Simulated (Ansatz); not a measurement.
**CH₄BrGaS: small, medium and large basis sets**

How large a basis does CH₄BrGaS need? Two functionals are run in growing sets.

Program: Ansatz 0.2.0, Gaussian basis. Level of theory: one geometry, several basis sets. These are calculated values, not measurements.

The runs, in order: PBE0-D4/def2-SVP; ωB97M-V/def2-SVP; PBE0-D4/def2-QZVPP; ωB97M-V/def2-QZVPP; the functionals' def2-TZVPP values are taken from earlier runs.

**1. The relaxed structure**

All runs share one geometry, relaxed beforehand with PBE0-D4 in a triple-zeta def2 set.

SMILES `[CH3][Ga]([SH])[Br]`, 8 atoms, charge 0, spin multiplicity 1.

Atoms are counted from 1 here; the program's logs count them from 0.

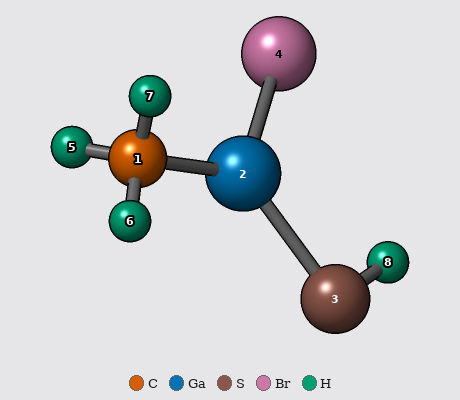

The structure; carbon orange, gallium blue, sulfur brown, bromine pink, hydrogen teal; atoms are numbered from 1 in the order of the file.

**2. PBE0-D4 in def2-SVP**

in.yaml reads:

```yaml
crystal:
  periodic: [false, false, false]
  atoms:
    - {symbol: C, position_ang: [-0.024706, 1.433844, -0.144869]}
    - {symbol: Ga, position_ang: [-0.049230, -0.514051, -0.080675]}
    - {symbol: S, position_ang: [0.653779, -1.731371, 1.604586]}
    - {symbol: Br, position_ang: [-0.861775, -1.713958, -1.868431]}
    - {symbol: H, position_ang: [-1.040834, 1.805154, -0.288782]}
    - {symbol: H, position_ang: [0.386620, 1.851821, 0.773825]}
    - {symbol: H, position_ang: [0.578339, 1.761209, -0.993587]}
    - {symbol: H, position_ang: [0.357806, -2.892648, 0.997924]}
basis:
  gaussian: {orbitals: def2-SVP}
hamiltonian: {xc: pbe0, dispersion: d4}
output: {orbitals: {seedname: orbitals}}
```

Command:

```
ansatz run in.yaml --threads 4 --pin off --events-out ev --progress --plain --max-ram 10444MiB
```

The runs that follow: ωB97M-V in def2-SVP; PBE0-D4 in def2-QZVPP; ωB97M-V in def2-QZVPP.

**Question.** What will the summary of the whole plan be? Wanted: PBE0-D4: double and triple zeta above quadruple; ωB97M-V: double and triple zeta above quadruple.

**Answer**, as computed:

```
                                       quantity           value
PBE0-D4: double and triple zeta above quadruple  23.20, 2.99 eV
ωB97M-V: double and triple zeta above quadruple  23.08, 2.89 eV
```

In words: For PBE0-D4 the step from double to triple zeta gains 20.21 eV and the next only 2.99 eV. Total energies overstate the basis error of differences, where much of it tends to cancel.
